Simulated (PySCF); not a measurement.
# Two runs on Si₂H₄

System: Si₂H₄.
Method of the first run: RKS PBE-D4/def2-TZVPP, density fitting (PySCF 2.14.0).

The geometry comes from this level: PBE0-D4/def2-TZVP. Text and figures count atoms from 1; the logs count them from 0 in places.

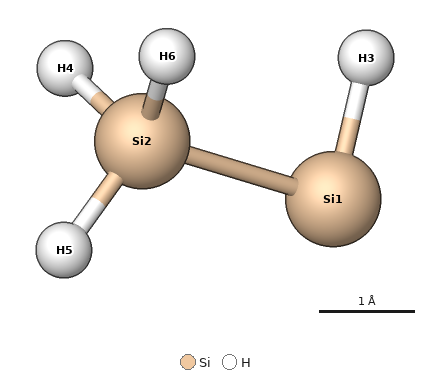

The structure as given in the input (ball-and-stick view, seen at a tilt; atoms are numbered from 1 in the order of the input). Bond lengths as drawn: H–Si 1.49 to 1.53 Å and Si–Si 2.38 Å.

### Input, the first run
```python
import json, numpy as np
from pyscf import gto, scf, dft, mp, cc
EV, BOHR = 27.211386245988, 0.529177210903
mol = gto.M(atom="""
Si 0.769693 1.325391 0.117306
Si 0.686681 -1.007756 0.593862
H -0.357624 1.508743 1.130683
H -0.642580 -1.483905 0.100676
H 1.735782 -1.821433 -0.080179
H 0.757322 -1.282981 2.058519
""", basis="def2-tzvpp", charge=0, spin=0, max_memory=8670, verbose=0)
def mean_field(mol, dm=None):
    mf = dft.RKS(mol, xc="pbe").density_fit()
    mf.conv_tol = 1e-9; mf.grids.level = 4
    mf.kernel(dm0=dm)
    if not mf.converged: mf = mf.newton().run(mf.mo_coeff, mf.mo_occ)
    assert mf.converged
    return mf
def d4(mol):
    from pyscf.dispersion.dftd4 import DFTD4Dispersion
    real = gto.M(atom=[(mol.atom_pure_symbol(i), mol.atom_coord(i)) for i in range(6)], unit='B', charge=mol.charge, spin=None, basis='def2-svp', verbose=0)
    r = DFTD4Dispersion(real, xc="pbe", atm=True).get_dispersion(grad=True); return r["energy"], r["gradient"]
def energy_and_gradient(mol, dm=None):
    mf = mean_field(mol, dm); e, g = d4(mol)
    return mf, (mf.e_tot + e) * EV, (mf.nuc_grad_method().kernel()[:6] + g) * EV / BOHR
out = {}
mf = mean_field(mol); e = d4(mol)[0]
out.update(energy=(mf.e_tot + e) * EV, converged=True, dispersion=e * EV)
out['s2'] = mf.spin_square()[0]; out['nelec'] = mol.nelec
print(f"Total energy {out['energy']:.6f} eV, <S^2> {out['s2']:.4f}")
json.dump(out, open("out.json", "w"), default=float)
```

Launched with:
```bash
OMP_NUM_THREADS=4 python run.py
```

Hardware: 4 threads of Arm Neoverse V1, 23 GiB of memory available, shared host.

### Output (the first run)
```
Total energy -15810.312448 eV, <S^2> 0.0000
```

For the second run the input was changed thus:
```diff
-    mf = dft.RKS(mol, xc="pbe").density_fit()
+    mf = dft.RKS(mol, xc="pbe0").density_fit()
-    r = DFTD4Dispersion(real, xc="pbe", atm=True).get_dispersion(grad=True); return r["energy"], r["gradient"]
+    r = DFTD4Dispersion(real, xc="pbe0", atm=True).get_dispersion(grad=True); return r["energy"], r["gradient"]
```

Predict how the results change.

The total energies belong to different models, so their difference says nothing on which is more stable or more accurate. The functional changes from PBE to PBE0.

### Output (the second run)
```
Total energy -15811.863252 eV, <S^2> 0.0000
```

### The two runs side by side

```tsv
quantity	the first run	the second run
outcome	converged	converged
total energy (hartree)	−581.018266	−581.075257
basis functions	140	140
wall time (shared host)	4.6 s	3.8 s
```
